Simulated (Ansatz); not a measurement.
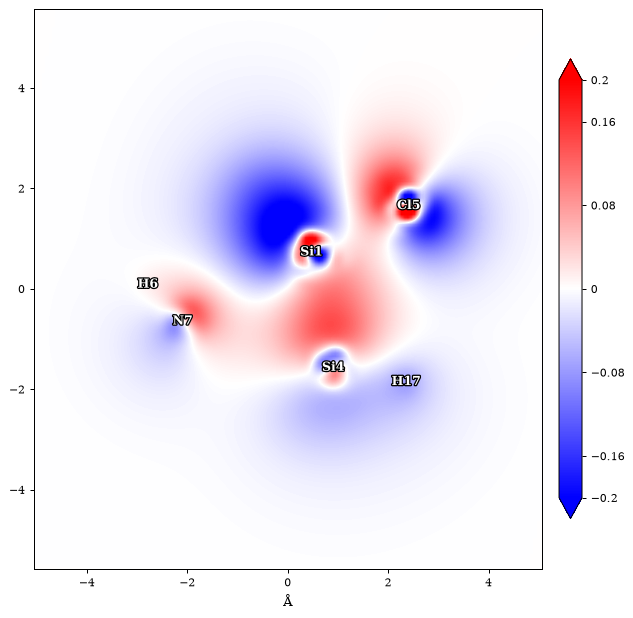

*ClH6Si3···H5OSi···NH3. One frontier orbital on the plane of atoms Si4, Si1 and Cl5 (values in Å⁻³ᐟ²; the overall sign is arbitrary).*

A transition-state structure; geometry: PBE0-D4/def2-TZVP.

Theory: RKS PBE0-D4/def2-TZVPP (Ansatz).

```xyz
21

Si   -0.6530    0.2751   -0.6010
Si   -0.4317    1.5101    1.9035
Si    0.4761   -0.1421   -2.6168
Si   -1.5244   -1.7741    0.1119
Cl   -2.3371    1.3398   -1.4026
H     2.3645   -0.6991    0.3931
N     1.5524   -1.3008    0.4580
H     0.5937    1.8491    0.0322
O     0.8745    2.3621    0.9021
H    -1.8791    1.6470    1.6103
H     0.0284    0.2268    2.4745
H    -0.1979    2.5264    2.9847
H    -0.3847   -0.8826   -3.5820
H     0.8675    1.1453   -3.2628
H     1.7307   -0.9322   -2.4378
H    -0.7968   -2.9266   -0.4948
H    -2.9658   -1.9126   -0.2340
H    -1.3998   -1.9174    1.5937
H     1.4767   -1.6117    1.4188
H     1.7348   -2.1151   -0.1162
H     0.8712    3.3328    0.8655
```

Question: Which orbital is it: HOMO or LUMO?

Answer: The HOMO, at −6.00 eV. It lies mainly on Si1 (about 35 %), Si2 (about 15 %), Cl5 (about 15 %), Si3 (about 10 %) and O9 (about 5 %).
